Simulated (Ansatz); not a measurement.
**C₂H₁₀Si (built from SMILES C[SiH2]C.[H][H]): a reaction path by the nudged elastic band**

What path joins these two structures, and how high does it climb? Both ends were relaxed at PBE0-D4 in triple zeta.

Program: Ansatz 0.2.0, Gaussian basis. Level of theory: PBE0-D4/def2-SVP. These are calculated values, not measurements.

23 further runs of the same task are left out: 1 that didn't finish, 22 set aside as unsound or not needed.

### 1 Starting geometry

The first end: 13 atoms, charge 0, spin multiplicity 1.

Atoms are counted from 1 here; the program's logs count them from 0.

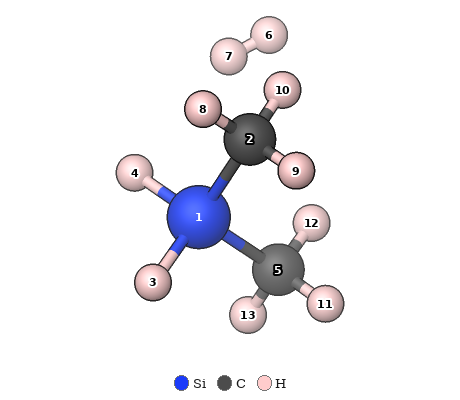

As it starts; silicon blue, carbon dark grey, hydrogen pink; atoms are numbered from 1 in the order of the file.

Coordinates:

```xyz
13
C2H10Si
Si   -0.9376   -0.1947    0.0867
C     0.2750   -1.6088    0.2665
H    -2.2902   -0.7350   -0.2336
H    -1.0492    0.5325    1.3848
C    -0.4066    0.9990   -1.2532
H     2.2142    1.5313    1.6280
H     1.4953    1.4439    1.8097
H    -0.0427   -2.3014    1.0492
H     0.3582   -2.1707   -0.6673
H     1.2692   -1.2376    0.5273
H    -0.3377    0.4932   -2.2196
H     0.5723    1.4282   -1.0258
H    -1.1201    1.8201   -1.3529
```

The second end:

```
Si   -1.13796    1.16332    0.62271
C     1.26604   -1.99006    0.29537
H    -1.90366   -0.10695    0.74474
H    -2.06499    2.29181    0.91004
C    -0.40254    1.33376   -1.08840
H     1.87357   -1.08994    0.38747
H    -0.07084    1.16387    1.65970
H     0.37224   -1.88994    0.91056
H     0.97691   -2.13270   -0.74576
H     1.84293   -2.85122    0.63121
H     0.27689    0.50600   -1.30143
H     0.15821    2.26682   -1.17762
H    -1.18680    1.33534   -1.84858
```

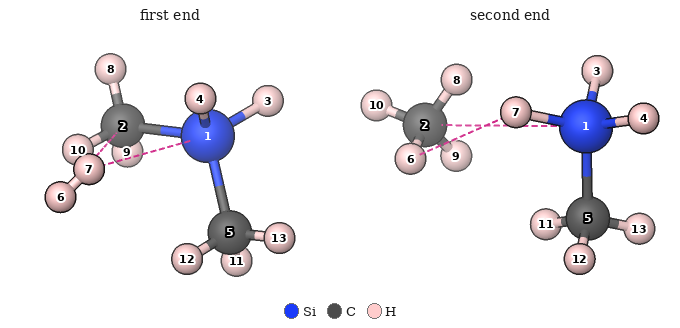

The two ends; dashed lines mark the contacts followed along the path.

### 2 The band at PBE0-D4/def2-SVP

neb/in.yaml reads:

```yaml
crystal:
  periodic: [false, false, false]
  atoms:
    - {symbol: Si, position_ang: [-0.937593, -0.194691, 0.086744]}
    - {symbol: C, position_ang: [0.274974, -1.608774, 0.266485]}
    - {symbol: H, position_ang: [-2.290183, -0.734971, -0.233610]}
    - {symbol: H, position_ang: [-1.049208, 0.532482, 1.384792]}
    - {symbol: C, position_ang: [-0.406592, 0.998986, -1.253187]}
    - {symbol: H, position_ang: [2.214244, 1.531321, 1.628050]}
    - {symbol: H, position_ang: [1.495274, 1.443908, 1.809673]}
    - {symbol: H, position_ang: [-0.042722, -2.301355, 1.049203]}
    - {symbol: H, position_ang: [0.358168, -2.170656, -0.667261]}
    - {symbol: H, position_ang: [1.269153, -1.237553, 0.527319]}
    - {symbol: H, position_ang: [-0.337730, 0.493160, -2.219578]}
    - {symbol: H, position_ang: [0.572341, 1.428171, -1.025768]}
    - {symbol: H, position_ang: [-1.120126, 1.820071, -1.352860]}
basis:
  gaussian: {orbitals: def2-SVP}
hamiltonian: {xc: pbe0, dispersion: d4}
neb:
  images: 5
  climbing: true
  max_iterations: 40
  initial_path: idpp
  final_atoms:
    - {symbol: Si, position_ang: [-1.137963, 1.163318, 0.622710]}
    - {symbol: C, position_ang: [1.266041, -1.990065, 0.295373]}
    - {symbol: H, position_ang: [-1.903665, -0.106947, 0.744737]}
    - {symbol: H, position_ang: [-2.064985, 2.291811, 0.910036]}
    - {symbol: C, position_ang: [-0.402539, 1.333755, -1.088399]}
    - {symbol: H, position_ang: [1.873569, -1.089939, 0.387470]}
    - {symbol: H, position_ang: [-0.070841, 1.163868, 1.659696]}
    - {symbol: H, position_ang: [0.372244, -1.889939, 0.910559]}
    - {symbol: H, position_ang: [0.976906, -2.132702, -0.745759]}
    - {symbol: H, position_ang: [1.842933, -2.851224, 0.631213]}
    - {symbol: H, position_ang: [0.276892, 0.506004, -1.301428]}
    - {symbol: H, position_ang: [0.158208, 2.266820, -1.177624]}
    - {symbol: H, position_ang: [-1.186799, 1.335339, -1.848585]}
```

Started as:

```console
$ ansatz run in.yaml --threads 4 --pin off --events-out ev --progress --plain --max-ram 9574MiB
```

Log:

```text
Functional definition: PBE0
  name "PBE0"
  cite "Adamo & Barone, J. Chem. Phys. 110, 6158 (1999) doi:10.1063/1.478522"
  cite "Perdew, Burke & Ernzerhof, Phys. Rev. Lett. 77, 3865 (1996) doi:10.1103/PhysRevLett.77.3865"
  parent pbe
  parameter a = 0.25
  parameter kappa = 0.804
  parameter beta = 0.06672455060314922
  exchange = (1 - a)*pbe_x(kappa = kappa, mu = beta*pi^2/3) + a*exact_x
  correlation = pbe_c(beta = beta)
1044 factors; integrals over basis functions are off by at most 3.9e-4 eV
mean field evaluation 1: about -10097.1192 eV, gradient 5.4e1 eV
mean field evaluation 2: about -10095.4433 eV, gradient 5.7e1 eV
mean field evaluation 4: about -10104.0836 eV, gradient 7.0e-1 eV
mean field evaluation 8: about -10104.0893 eV, gradient 7.4e-3 eV
mean field -10104.08935003 eV, -371.3184348159 hartree, gradient 3.6e-5 eV, S^2 0.000000; 0 other end points of the search recorded, 0 dependent functions left out
the calculation of the forces begins
reference -10104.08937944 eV, -371.3184358966 hartree; 18, 18 occupied and 78, 78 virtual orbitals, 1044 factors
[... from here to the last solve, the lines of the solves are left out (240 solves) ...]
WARN: NEB end point (image 0): max|allowed force component| = 5.158e-1 eV/Å (the criterion of neb.relax_end_points is 1.000e-2). That is over neb.f_tol: it is no minimum, so the barrier can be far off. Relax it first
WARN: NEB end point (image 6): max|allowed force component| = 2.641e-1 eV/Å (the criterion of neb.relax_end_points is 1.000e-2). That is over neb.f_tol: it is no minimum, so the barrier can be far off. Relax it first
NEB iter   1: max|band force component| = 4.351e0 eV/Å  barrier→ = 9.0393 eV  barrier← = 9.3977 eV  Δτ_max = 0.2000 Å  (226 SCF iters)
NEB iter   2: max|band force component| = 4.388e0 eV/Å  barrier→ = 7.3638 eV  barrier← = 7.7222 eV  Δτ_max = 0.2000 Å  (134 SCF iters)
NEB iter   3: max|band force component| = 5.295e0 eV/Å  barrier→ = 5.6801 eV  barrier← = 6.0385 eV  Δτ_max = 0.1007 Å  (131 SCF iters)
NEB iter   4: max|band force component| = 3.973e0 eV/Å  barrier→ = 5.0794 eV  barrier← = 5.4378 eV  Δτ_max = 0.2000 Å  (123 SCF iters)
NEB iter   5: max|band force component| = 3.449e0 eV/Å  barrier→ = 3.2872 eV  barrier← = 3.6457 eV  Δτ_max = 0.2000 Å  (121 SCF iters)
NEB iter   6: max|band force component| = 2.596e0 eV/Å  barrier→ = 2.4775 eV  barrier← = 2.8359 eV  Δτ_max = 0.1020 Å  (118 SCF iters)
NEB iter   7: max|band force component| = 1.525e0 eV/Å  barrier→ = 1.9749 eV  barrier← = 2.3333 eV  Δτ_max = 0.1007 Å  (109 SCF iters)
NEB iter   8: max|band force component| = 8.074e-1 eV/Å  barrier→ = 1.8614 eV  barrier← = 2.2198 eV  Δτ_max = 0.1020 Å  (109 SCF iters)
NEB iter   9: max|band force component| = 1.340e0 eV/Å  barrier→ = 1.8641 eV  barrier← = 2.2225 eV  CI = image 3  Δτ_max = 0.1000 Å  (109 SCF iters)
NEB iter  10: max|band force component| = 1.098e0 eV/Å  barrier→ = 1.8639 eV  barrier← = 2.2224 eV  CI = image 3  Δτ_max = 0.1980 Å  (110 SCF iters)
NEB iter  11: max|band force component| = 1.119e0 eV/Å  barrier→ = 1.7952 eV  barrier← = 2.1536 eV  CI = image 3  Δτ_max = 0.2000 Å  (112 SCF iters)
NEB iter  12: max|band force component| = 1.350e0 eV/Å  barrier→ = 2.0273 eV  barrier← = 2.3857 eV  CI = image 3  Δτ_max = 0.2000 Å  (118 SCF iters)
NEB iter  13: max|band force component| = 1.569e0 eV/Å  barrier→ = 2.5717 eV  barrier← = 2.9301 eV  CI = image 3  Δτ_max = 0.1997 Å  (116 SCF iters)
NEB iter  14: max|band force component| = 1.409e0 eV/Å  barrier→ = 2.8160 eV  barrier← = 3.1744 eV  CI = image 3  Δτ_max = 0.2000 Å  (112 SCF iters)
NEB iter  15: max|band force component| = 8.159e-1 eV/Å  barrier→ = 3.2426 eV  barrier← = 3.6010 eV  CI = image 3  Δτ_max = 0.1854 Å  (112 SCF iters)
NEB iter  16: max|band force component| = 3.525e-1 eV/Å  barrier→ = 3.1226 eV  barrier← = 3.4810 eV  CI = image 3  Δτ_max = 0.1181 Å  (112 SCF iters)
NEB iter  17: max|band force component| = 3.567e-1 eV/Å  barrier→ = 3.0957 eV  barrier← = 3.4541 eV  CI = image 3  Δτ_max = 0.0591 Å  (109 SCF iters)
NEB iter  18: max|band force component| = 3.283e-1 eV/Å  barrier→ = 3.0813 eV  barrier← = 3.4397 eV  CI = image 3  Δτ_max = 0.1178 Å  (108 SCF iters)
NEB iter  19: max|band force component| = 3.094e-1 eV/Å  barrier→ = 3.0544 eV  barrier← = 3.4129 eV  CI = image 3  Δτ_max = 0.1919 Å  (107 SCF iters)
NEB iter  20: max|band force component| = 2.609e-1 eV/Å  barrier→ = 3.0176 eV  barrier← = 3.3761 eV  CI = image 3  Δτ_max = 0.1845 Å  (110 SCF iters)
NEB iter  21: max|band force component| = 2.987e-1 eV/Å  barrier→ = 2.9889 eV  barrier← = 3.3473 eV  CI = image 3  Δτ_max = 0.0936 Å  (109 SCF iters)
NEB iter  22: max|band force component| = 2.828e-1 eV/Å  barrier→ = 2.9798 eV  barrier← = 3.3382 eV  CI = image 3  Δτ_max = 0.0936 Å  (113 SCF iters)
NEB iter  23: max|band force component| = 1.267e-1 eV/Å  barrier→ = 2.9732 eV  barrier← = 3.3316 eV  CI = image 3  Δτ_max = 0.1458 Å  (112 SCF iters)
NEB iter  24: max|band force component| = 2.987e-1 eV/Å  barrier→ = 2.9934 eV  barrier← = 3.3518 eV  CI = image 3  Δτ_max = 0.0734 Å  (109 SCF iters)
NEB iter  25: max|band force component| = 2.875e-1 eV/Å  barrier→ = 2.9739 eV  barrier← = 3.3323 eV  CI = image 3  Δτ_max = 0.0729 Å  (111 SCF iters)
NEB iter  26: max|band force component| = 1.631e-1 eV/Å  barrier→ = 2.9650 eV  barrier← = 3.3234 eV  CI = image 3  Δτ_max = 0.0729 Å  (108 SCF iters)
NEB iter  27: max|band force component| = 6.399e-2 eV/Å  barrier→ = 2.9580 eV  barrier← = 3.3164 eV  CI = image 3  Δτ_max = 0.1458 Å  (108 SCF iters)
NEB iter  28: max|band force component| = 1.362e-1 eV/Å  barrier→ = 2.9472 eV  barrier← = 3.3056 eV  CI = image 3  Δτ_max = 0.0729 Å  (107 SCF iters)
NEB iter  29: max|band force component| = 1.679e-1 eV/Å  barrier→ = 2.9421 eV  barrier← = 3.3005 eV  CI = image 3  Δτ_max = 0.0729 Å  (107 SCF iters)
NEB iter  30: max|band force component| = 1.891e-1 eV/Å  barrier→ = 2.9369 eV  barrier← = 3.2953 eV  CI = image 3  Δτ_max = 0.0729 Å  (112 SCF iters)
NEB iter  31: max|band force component| = 1.961e-1 eV/Å  barrier→ = 2.9321 eV  barrier← = 3.2906 eV  CI = image 3  Δτ_max = 0.1457 Å  (108 SCF iters)
NEB iter  32: max|band force component| = 1.917e-1 eV/Å  barrier→ = 2.9257 eV  barrier← = 3.2841 eV  CI = image 3  Δτ_max = 0.1457 Å  (111 SCF iters)
NEB iter  33: max|band force component| = 2.798e-1 eV/Å  barrier→ = 2.9367 eV  barrier← = 3.2951 eV  CI = image 3  Δτ_max = 0.0729 Å  (112 SCF iters)
NEB iter  34: max|band force component| = 1.585e-1 eV/Å  barrier→ = 2.9253 eV  barrier← = 3.2837 eV  CI = image 3  Δτ_max = 0.0730 Å  (111 SCF iters)
NEB iter  35: max|band force component| = 7.894e-2 eV/Å  barrier→ = 2.9219 eV  barrier← = 3.2803 eV  CI = image 3  Δτ_max = 0.1300 Å  (105 SCF iters)
NEB iter  36: max|band force component| = 5.253e-2 eV/Å  barrier→ = 2.9216 eV  barrier← = 3.2800 eV  CI = image 3  Δτ_max = 0.1151 Å  (103 SCF iters)
NEB iter  37: max|band force component| = 8.057e-2 eV/Å  barrier→ = 2.9215 eV  barrier← = 3.2799 eV  CI = image 3  Δτ_max = 0.0577 Å  (98 SCF iters)
NEB iter  38: max|band force component| = 6.336e-2 eV/Å  barrier→ = 2.9215 eV  barrier← = 3.2799 eV  CI = image 3  Δτ_max = 0.0576 Å  (96 SCF iters)
1046 factors; integrals over basis functions are off by at most 1.3e-3 eV
mean field -10101.23431475 eV, -371.2135142046 hartree, gradient 2.6e-6 eV, S^2 0.000000; 0 other end points of the search recorded, 0 dependent functions left out
the calculation of the forces begins
reference -10101.23434341 eV, -371.2135152578 hartree; 18, 18 occupied and 78, 78 virtual orbitals, 1046 factors
NEB iter  39: max|band force component| = 3.681e-2 eV/Å  barrier→ = 2.9214 eV  barrier← = 3.2799 eV  CI = image 3  CI's point: of a kind that is not told: the force calls were inconclusive, a negative curvature could not be distinguished from the path's own, the only one lies far off the path, or fixed occupations may fill a level only in part  Δτ_max = 0.0000 Å  (958 SCF iters)
Total energy: -10101.33666717 eV, -371.2172755864 hartree
Atom 0 at    -0.526447     0.221127     0.398059 Å, force     0.000873    -0.000830     0.000568 eV/Å
Atom 1 at     0.715944    -1.589108     0.291563 Å, force    -0.002121    -0.001427    -0.001845 eV/Å
Atom 2 at    -1.605364    -0.722720    -0.136031 Å, force     0.000704    -0.000849    -0.000406 eV/Å
Atom 3 at    -1.004847     0.503873     1.785393 Å, force    -0.000244     0.000406     0.000277 eV/Å
Atom 4 at    -0.515865     1.544805    -0.934618 Å, force     0.001104     0.001575    -0.002419 eV/Å
Atom 5 at     1.020874    -0.316224     0.658900 Å, force     0.000019     0.002627     0.001294 eV/Å
Atom 6 at     1.039704     0.796532     0.917804 Å, force     0.000929     0.001145     0.000762 eV/Å
Atom 7 at     0.079660    -2.226004     0.920926 Å, force     0.000078    -0.000592     0.000012 eV/Å
Atom 8 at     0.563784    -1.814401    -0.773164 Å, force    -0.000090    -0.000748    -0.000247 eV/Å
Atom 9 at     1.774499    -1.788223     0.544538 Å, force    -0.000523     0.000897    -0.000101 eV/Å
Atom 10 at     0.102390     1.201639    -1.780483 Å, force    -0.000678    -0.000742     0.000373 eV/Å
Atom 11 at    -0.104235     2.499468    -0.577859 Å, force    -0.000054    -0.000959     0.000663 eV/Å
Atom 12 at    -1.540097     1.689336    -1.315025 Å, force     0.000003    -0.000504     0.001068 eV/Å
Dipole moment:     0.155330    -0.149677    -0.127377 e Å
```

Run time: 8.4 min. Hardware: 4 threads of Intel Xeon at 2.50GHz, shared host.

The last band:

| image | path (Å) | energy (kcal/mol) | Si1–H7 (Å) | C2–H6 (Å) | Si1–C2 (Å) | H6–H7 (Å) |
| --- | --- | --- | --- | --- | --- | --- |
| 0 | 0.00 | 0.0 | 3.40 | 3.93 | 1.87 | 0.75 |
| 1 | 3.46 | 0.9 | 3.85 | 5.69 | 1.88 | 0.76 |
| 2 | 6.93 | -0.2 | 3.48 | 3.61 | 1.88 | 0.76 |
| 3 | 10.39 | 67.4 | 1.75 | 1.36 | 2.20 | 1.14 |
| 4 | 11.86 | 5.0 | 1.50 | 1.09 | 3.06 | 1.69 |
| 5 | 13.34 | -8.0 | 1.50 | 1.10 | 3.75 | 2.51 |
| 6 | 14.81 | -8.3 | 1.49 | 1.09 | 3.98 | 3.24 |

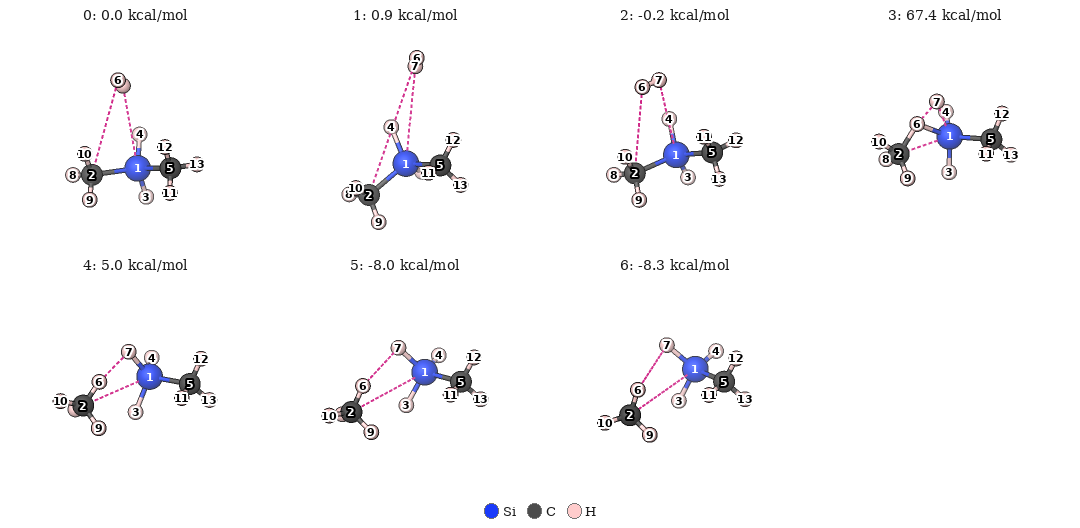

The images of the last band.

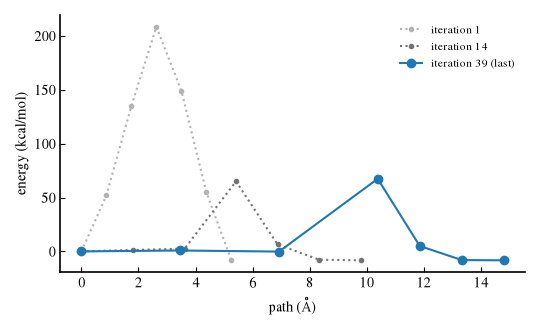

Energy along the path.

The highest image, 3:

```xyz
13

Si   -0.5264    0.2211    0.3981
C     0.7159   -1.5891    0.2916
H    -1.6054   -0.7227   -0.1360
H    -1.0048    0.5039    1.7854
C    -0.5159    1.5448   -0.9346
H     1.0209   -0.3162    0.6589
H     1.0397    0.7965    0.9178
H     0.0797   -2.2260    0.9209
H     0.5638   -1.8144   -0.7732
H     1.7745   -1.7882    0.5445
H     0.1024    1.2016   -1.7805
H    -0.1042    2.4995   -0.5779
H    -1.5401    1.6893   -1.3150
```

### 3 Outcome

```
                                                                       quantity                                                    value
                                                PBE0-D4/def2-SVP, 39 iterations  highest 67.4 kcal/mol (image 3), last end -8.3 kcal/mol
from earlier runs: barrier over the separately found saddle, CCSD(T)/def2-TZVPP                                            73.3 kcal/mol
```

**Reading.** The highest image lies 67.4 kcal/mol above the first end, and it climbed, so it estimates the saddle. The ends are not quite minima at this level (largest force component 0.52 eV/Å), so the heights are unreliable: relaxing the first end would lower it and raise the barrier above it. The highest image is 6.0 kcal/mol below the CCSD(T) barrier in triple zeta, which comes from separate runs on the saddle.
